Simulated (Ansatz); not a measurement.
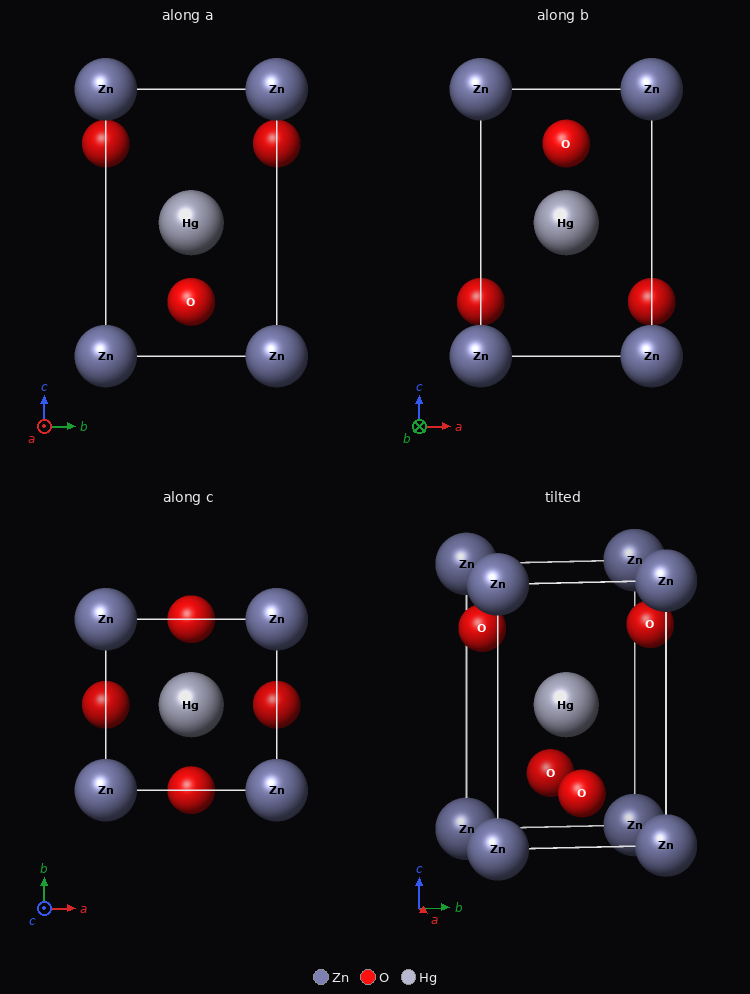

The image is a spheres-only drawing of a crystal, viewed along the a axis, along the b axis, along the c axis and slightly off an axis. The edges of the conventional unit cell are marked.

Lattice parameters: a = 3.326 Å, b = 3.326 Å, c = 5.193 Å, α = 90.00°, β = 90.00°, γ = 90.00°. Put a along x and b in the xy plane.

Set out the cell and atoms as a POSCAR file, with free fractional coordinates to two decimals.

Answer.
```
Zn O Hg
1.0
     3.326    0.000    0.000
     0.000    3.326    0.000
     0.000    0.000    5.193
Zn O Hg
1 2 1
Direct
  0.00 0.00 0.00
  0.00 0.50 0.20
  0.50 0.00 0.80
  0.50 0.50 0.50
```

The model was built from a structure type filled with these elements by a generator (whether the compound takes this form wasn't checked). Earlier steps of the study may have refined or changed the cell and positions. It was run through Ansatz as a DFT input.
